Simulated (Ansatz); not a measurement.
# Ag wire along [110], 14 atoms a period: bands along the axis, part 2 of 2

Wanted: the relaxed geometry and the bands of the Ag wire along [110], 14 atoms a period.

Ansatz 0.2.0; DFT PBE, plane waves, PAW; relaxation of a wire's period; PAW set soft_1 (the session's first sound run).

So far: Set-up; Relaxation of atoms and period.

### 2. Relaxation of atoms and period (continued)

Step by step:

```tsv
step	energy less that of the first step (eV)	largest force component (eV/Å)	pressure (GPa)	volume (Å³)
1	0.0000	0.3260	-1.08	691.38
2	-0.0861	0.1692	0.87	676.29
3	-0.1443	0.0279	-0.05	679.96
4	-0.1458	0.0100	0.01	678.72
5*	-0.1435	0.0100	0.02	678.72
```

Relaxation steps marked * repeat the geometry before them on a plane-wave basis chosen anew for their cell, so energy and pressure can jump there.

Forces are held to the 8 operations that the run works with; a distortion that breaks them can't arise in this run.

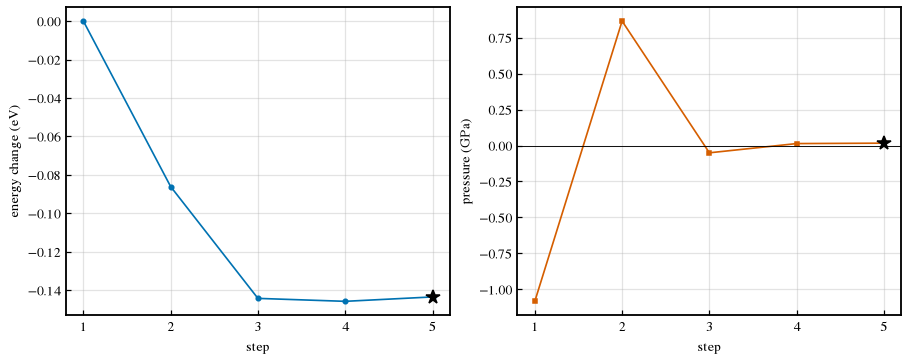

Energy and pressure along the relaxation. Stars mark steps on a basis chosen anew.

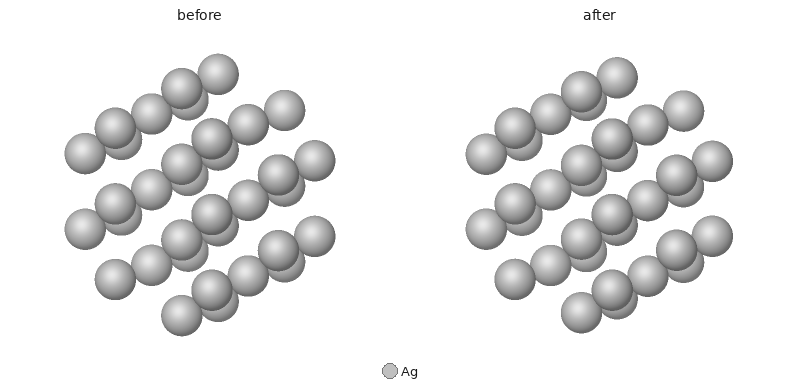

Before and after, at one scale.

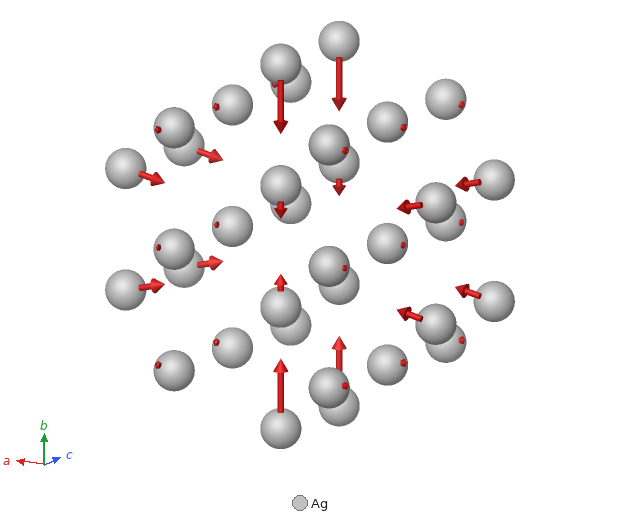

Displacements in the relaxation, exaggerated, measured against the changing cell; the longest in the cell stands for 0.12 Å. 1×1×2 cells are drawn. Some periodic images of atoms are drawn too.

```tsv
cell as run	before	after	change
c (Å)	2.934	2.881	-1.8 %
```

The atoms that moved most (Å, along periodic axes as changes of fractional coordinates times the final cell, across vacuum about the mean position):

```tsv
atom	dx	dy	dz	length
Ag10	0.000	-0.118	0.000	0.118
Ag7	0.000	0.118	0.000	0.118
Ag6	0.061	-0.014	0.000	0.063
Ag12	-0.061	-0.014	0.000	0.063
Ag5	0.061	0.014	0.000	0.063
Ag11	-0.061	0.014	0.000	0.063
Ag9	0.000	-0.037	0.000	0.037
Ag8	0.000	0.037	0.000	0.037
```

Final coordinates:

```cif
data_structure
_symmetry_space_group_name_H-M 'P 1'
_symmetry_Int_Tables_number 1
_cell_length_a 15.1000
_cell_length_b 15.6030
_cell_length_c 2.8807
_cell_angle_alpha 90.000
_cell_angle_beta 90.000
_cell_angle_gamma 90.000
_cell_volume 678.72
loop_
_atom_site_label
_atom_site_type_symbol
_atom_site_fract_x
_atom_site_fract_y
_atom_site_fract_z
_atom_site_occupancy
Ag1 Ag 0.36175 0.68791 0.00000 1
Ag2 Ag 0.36198 0.50002 0.00000 1
Ag3 Ag 0.63825 0.68791 0.00000 1
Ag4 Ag 0.63802 0.50002 0.00000 1
Ag5 Ag 0.22921 0.40689 0.50000 1
Ag6 Ag 0.22921 0.59314 0.50000 1
Ag7 Ag 0.50000 0.22544 0.50000 1
Ag8 Ag 0.50000 0.40837 0.50000 1
Ag9 Ag 0.50000 0.59166 0.50000 1
Ag10 Ag 0.50000 0.77459 0.50000 1
Ag11 Ag 0.77079 0.40689 0.50000 1
Ag12 Ag 0.77079 0.59314 0.50000 1
Ag13 Ag 0.36175 0.31212 0.00000 1
Ag14 Ag 0.63825 0.31212 0.00000 1
```

This step gave:

```yaml
energy_at_zero_smearing: -106263.4805 eV
cell_length_along_the_wire: 2.881 Å
```

The cell's length comes to 2.881 Å with spin left out.

### 3. The perfect wire

This step: DFT PBE, plane waves, PAW; bands of a perfect wire; PAW set soft_1 (Ansatz 0.2.0).

At the relaxed period the bands are computed along the axis; those that cross an energy going forward count the channels that a perfect wire would open there.

File input.yaml:

```yaml
crystal:
  lattice:
    - [15.1, 0.0, 0.0]
    - [0.0, 15.603, 0.0]
    - [0.0, 0.0, 2.8807492398]
  atoms:
    - { symbol: Ag, position: [0.361752924, 0.687914995, 0.0] }
    - { symbol: Ag, position: [0.361981765, 0.500015363, 0.0] }
    - { symbol: Ag, position: [0.638247076, 0.687914995, 0.0] }
    - { symbol: Ag, position: [0.638018235, 0.500015363, 0.0] }
    - { symbol: Ag, position: [0.229209159, 0.40689228, 0.5] }
    - { symbol: Ag, position: [0.229209159, 0.593138446, 0.5] }
    - { symbol: Ag, position: [0.5, 0.225439125, 0.5] }
    - { symbol: Ag, position: [0.5, 0.408369657, 0.5] }
    - { symbol: Ag, position: [0.5, 0.59166107, 0.5] }
    - { symbol: Ag, position: [0.5, 0.774591602, 0.5] }
    - { symbol: Ag, position: [0.770790841, 0.40689228, 0.5] }
    - { symbol: Ag, position: [0.770790841, 0.593138446, 0.5] }
    - { symbol: Ag, position: [0.361752924, 0.312115731, 0.0] }
    - { symbol: Ag, position: [0.638247076, 0.312115731, 0.0] }
kpoints:
  mp_grid: { grid: [1, 1, 28] }
  band_path: { path: ["Γ", Z], npoints: 90 }
scf:
  occupations: { method: fermi_dirac, width: 0.05 }
hamiltonian:
  xc: pbe
  pseudopotentials: { kind: paw, azcp: { folder: soft_1 } }
output:
  dos: { e_range: [-5, 4] }
  write_potential: true
  write_density: true
  volumetric_format: npy
```

Started as:

```sh
ansatz run input.yaml --threads 4 --pin off --max-ram 16384MiB --backend cpu --events-out ev --progress --plain --runs-dir out
```

Numbers of over 12 decimals in the logs are rounded to 6 here.

The program printed:

```text
[...]
Crystal: 14 atoms, lattice volume = 678.720 Å³
Basis set: ecut = 420 eV, 13247 PW (Γ)
Bands: 160, of which v1, the nominal top of the filled ones, is band 133 counted from 1 (132 counted from 0)
Symmetry: 8 space group operations
[...]
k-points: 15 of 28
[...]
SCF iter   1: F=—  HF=-106266.028253 eV  |F-HF|=—  |Δ(HF+E_count)|=         —  Δρ=3.34e-2  dr2=9.75e0  ethr=3.10e-3  ⟨swp⟩=6.4  Hψ=9421  notcnv=0  defer=64
[...]
SCF iter  10: F=-106263.499405 eV  HF=-106263.499405 eV  |F-HF|=8.73e-11  |Δ(HF+E_count)|=   1.81e-7  Δρ=1.45e-6  dr2=1.45e-8  ethr=3.76e-11  ⟨swp⟩=13.0  Hψ=9331  notcnv=0
SCF 1 converged in 10 iterations: F = -106263.499405 eV  dr2 = 1.45e-8
[...]
NSCF: frozen V_eff on 91 k-points
WARN: The output density's exchange-correlation potential varies sharply where the density is thin. Do not read a vacuum level from v_tot or v_xc, or from such a field of the output density. On a cell that repeats whose density bears no net charge and no dipole along the vacuum's axis use v_es (v_loc + v_h of the components); under efield.dipole_correction with no amplitude use v_es + v_field, which holds any externa [...]
SCF converged after 10 iterations
Free energy (F): -106263.499405 eV
[...]
Internal energy: -106263.462032 eV  (E = F + TS)
E sigma→0 (E₀):  -106263.480718 eV
Entropy (-TS):   -0.037372 eV (-2.669 meV/atom)
Fermi energy:    3.388214 eV
[...]
--- Band table (eV; the first three rows and the last of 15) ---
  k-point 0: bands = [... 129 lower, 0.5432, 0.5676, 0.8845, 1.6479, 1.8423, 2.7817, 2.9515, 3.4753, ... 23 higher]
  k-point 1: bands = [... 129 lower, 0.5179, 0.5702, 0.9282, 1.6841, 1.8874, 2.8174, 2.9826, 3.5113, ... 23 higher]
  k-point 2: bands = [... 129 lower, 0.5119, 0.6833, 1.0386, 1.7851, 2.0128, 2.9208, 3.0735, 3.6149, ... 23 higher]
  k-point 14: bands = [... 129 lower, 4.1069, 4.1248, 4.1906, 4.2548, 5.0970, 5.1622, 5.5667, 5.5725, ... 23 higher]
```

Elapsed: 2.4 min, on 4 threads of Arm Neoverse V2, shared host; peak memory 4.9 GiB.

This step gave:

```yaml
energy_at_zero_smearing: -106263.4807 eV
band_gap: 0 eV
```

The electronic bands at the labelled points (eV, zero at the Fermi level; # counts the bands kept):

```tsv
point	#59	#60	#61	#62	#63	#64	#65	#66
Γ	-2.82	-2.50	-1.74	-1.55	-0.61	-0.44	0.09	0.16
Z	0.74	0.80	0.87	1.71	1.77	2.18	2.18	2.20
```

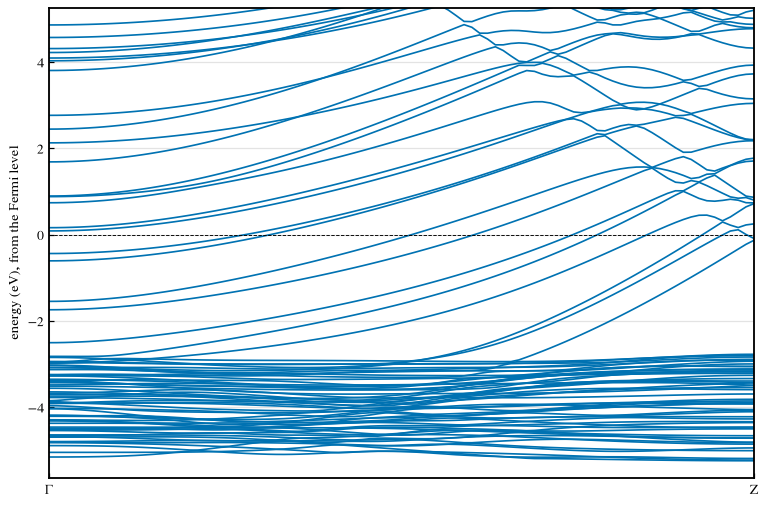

Electronic bands along the path.

Between Γ and Z the bands cross the Fermi level 10 times, so a perfect wire would conduct at least 10 G₀, with spin left out.

### 4. Results

```
cell length, PBE                                            : 2.881 Å
ballistic conductance by band crossings, a lower bound, PBE : 10 G₀
```

In words: Under PBE the cell's length is 2.88 Å, and the bands cross the Fermi level 10 times between Γ and Z, which gives a perfect wire at least 10 G₀ (opposite crossings within one step of the path cancel in such a count).

[Logs are printed without paths, hosts, clocks, repeated set-up lines and the standing remarks that a program may print on its own settings, such as how far it seeks lower states.]

[Hosts, paths, dates, database ids (printed as entryN), source tags and the programs' standing remarks are cut or masked in the printed files.]
